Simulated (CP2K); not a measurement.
# InNH3O (SMILES [NH2][In][OH]): GFN2-xTB

What is the vertical electron affinity of InNH3O at GFN2-xTB? 

Program for the calculation: CP2K 2026.2.

4 further runs of the same task are left out: 4 set aside as unsound or not needed.

### Step 1. The molecule

InNH3O: 6 atoms, total charge 0, spin state doublet. As SMILES, `[NH2][In][OH]`. Geometry: relaxed at PBE0-D4/def2-TZVP. This is one conformer, not always the lowest.

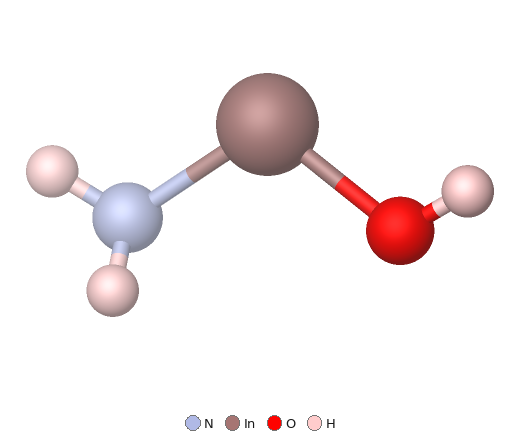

Viewed from a chosen angle; nitrogen light blue, indium brown, oxygen red, hydrogen pink.

### Step 2. The energy at GFN2-xTB

The input, job.inp:

```
&force_eval
  method QS
  &dft
    multiplicity 2
    uks T
    ! Quickstep
    &qs
      method XTB
      eps_default 1.0E-10
      &xtb
        gfn_type TBLITE
        &tblite
          method GFN2
        &end tblite
        check_atomic_charges F
      &end xtb
    &end qs
    ! isolated system
    &poisson
      periodic NONE
      poisson_solver ANALYTIC
    &end poisson
    &scf
      scf_guess ATOMIC
      eps_scf 1.0E-06
      max_scf 150
      added_mos 4
      &diagonalization
        algorithm STANDARD
      &end diagonalization
      &mixing
        method DIRECT_P_MIXING
        alpha 0.4
      &end mixing
      &smear ON
        method FERMI_DIRAC
        electronic_temperature [K] 300
      &end smear
    &end scf
    ! extra output
    &print
      &moments
        periodic F
        reference COM
        max_moment 1
      &end moments
      &mo ON
        energies T
        occupation_numbers T
        ndigits 6
        &each
          qs_scf 0
        &end each
        add_last NUMERIC
      &end mo
      &hirshfeld OFF
      &end hirshfeld
    &end print
  &end dft
  &subsys
    &cell
      abc 15.4 12.6 16.1
      periodic NONE
    &end cell
    &coord
      N     -0.980400    -0.217800    -1.044400
      In     0.940900    -0.096700    -0.287400
      O      0.933000    -0.108100     1.721700
      H     -1.045000     0.034400    -2.024100
      H     -1.612200     0.391600    -0.531900
      H      1.805600    -0.067200     2.120000
    &end coord
    &topology
      &center_coordinates
      &end center_coordinates
    &end topology
  &end subsys
&end force_eval

&global
  project job
  run_type ENERGY
  print_level MEDIUM
&end global
```

Run with:

```sh
$ OMP_NUM_THREADS=1 cp2k.psmp -i job.inp > job.out 2>&1
```

Log:

```text
CP2K| version string:                                       CP2K version 2026.2
[...]
 GLOBAL| Method name                                                        CP2K
[...]
 GLOBAL| Run type                                                         ENERGY
[...]
                             - Atoms:                                          6
[...]
                             - Spherical basis functions:                     20
[...]
 Number of electrons:                                                          9
[...]
  *** SCF run converged in    17 steps ***
[...]
  Fermi energy:                                                -0.35516964393816
[...]
 TB_DIPOLE| Moment [Debye]          1.25676519       0.81119849      -2.03614256
 TB_DIPOLE| Derivative [a.u.]       0.00000000       0.00000000       0.00000000
[...]
 ENERGY| Total FORCE_EVAL ( QS ) energy [hartree]             -9.719406452946762
[...]
```

It took 0.24 s on 1 thread of Arm Neoverse V2, shared host.

### Step 3. The singlet anion, same level

The input, calc.inp:

```
&GLOBAL
   PROJECT_NAME calc
   RUN_TYPE ENERGY
   PRINT_LEVEL MEDIUM
&END GLOBAL

&FORCE_EVAL
   METHOD QUICKSTEP
   &DFT
      CHARGE -1
      MULTIPLICITY 1
      &QS
         METHOD XTB
         EPS_DEFAULT 1.0E-10
         &XTB
            GFN_TYPE TBLITE
            &TBLITE
               METHOD GFN2
            &END TBLITE
            CHECK_ATOMIC_CHARGES F
         &END XTB
      &END QS
      &POISSON
         PERIODIC NONE
         POISSON_SOLVER ANALYTIC
      &END POISSON
      &SCF
         SCF_GUESS ATOMIC
         EPS_SCF 1.0E-06
         MAX_SCF 150
         ADDED_MOS 8
         &DIAGONALIZATION
            ALGORITHM STANDARD
         &END DIAGONALIZATION
         &MIXING
            METHOD DIRECT_P_MIXING
            ALPHA 0.4
         &END MIXING
         &SMEAR ON
            METHOD FERMI_DIRAC
            ELECTRONIC_TEMPERATURE [K] 300
         &END SMEAR
      &END SCF
      &PRINT
         &MOMENTS
            PERIODIC F
            REFERENCE COM
            MAX_MOMENT 1
         &END MOMENTS
         &MO ON
            ENERGIES T
            OCCUPATION_NUMBERS T
            NDIGITS 6
            &EACH
               QS_SCF 0
            &END EACH
            ADD_LAST NUMERIC
         &END MO
         &HIRSHFELD OFF
         &END HIRSHFELD
      &END PRINT
   &END DFT
   &SUBSYS
      &CELL
         ABC [angstrom] 15.4 12.6 16.1
         PERIODIC NONE
      &END CELL
      &COORD
         N     -0.980400    -0.217800    -1.044400
         In     0.940900    -0.096700    -0.287400
         O      0.933000    -0.108100     1.721700
         H     -1.045000     0.034400    -2.024100
         H     -1.612200     0.391600    -0.531900
         H      1.805600    -0.067200     2.120000
      &END COORD
      &TOPOLOGY
         &CENTER_COORDINATES
         &END CENTER_COORDINATES
      &END TOPOLOGY
   &END SUBSYS
&END FORCE_EVAL
```

Run with:

```sh
$ OMP_NUM_THREADS=1 cp2k.psmp calc.inp > calc.out
```

Log:

```text
CP2K| version string:                                       CP2K version 2026.2
[...]
 GLOBAL| Method name                                                        CP2K
[...]
 GLOBAL| Run type                                                         ENERGY
[...]
                             - Atoms:                                          6
[...]
                             - Spherical basis functions:                     20
[...]
 Number of electrons:                                                         18
[...]
  *** SCF run converged in    12 steps ***
[...]
  Fermi energy:                                                 0.04682318784584
[...]
 TB_DIPOLE| Moment [Debye]          3.65561829       0.51221353      -2.02727188
 TB_DIPOLE| Derivative [a.u.]       0.00000000       0.00000000       0.00000000
[...]
 ENERGY| Total FORCE_EVAL ( QS ) energy [hartree]             -9.936514384764806
[...]
```

Run time: 0.22 s. Hardware: 1 thread of Arm Neoverse V2, shared host.

### Step 4. Results

At GFN2-xTB:

| quantity | value |
| --- | --- |
| doublet InNH3O: total energy | -9.71941 Eh |
| doublet InNH3O: dipole moment (from atomic charges alone) | 2.53 D |
| doublet InNH3O: HOMO energy (highest over α and β) | -9.89 eV |
| doublet InNH3O: LUMO energy (lowest over α and β) | -9.44 eV |
| singlet anion: total energy | -9.93651 Eh |
| singlet anion: HOMO energy | -2.35 eV |
| singlet anion: LUMO energy | 2.17 eV |
| singlet anion: HOMO–LUMO gap | 4.52 eV |
| vertical electron affinity (to the singlet anion) | 5.908 eV |

What this shows: At fixed nuclei the extra electron is bound by 5.91 eV (136 kcal/mol). A minimal valence basis can't be trusted even for the sign of an electron affinity. No empirical shift is applied, and without it xTB methods put this difference several eV too high. The dipole (doublet InNH3O) comes from point charges on the atoms alone, without atomic dipoles, so it is partial.
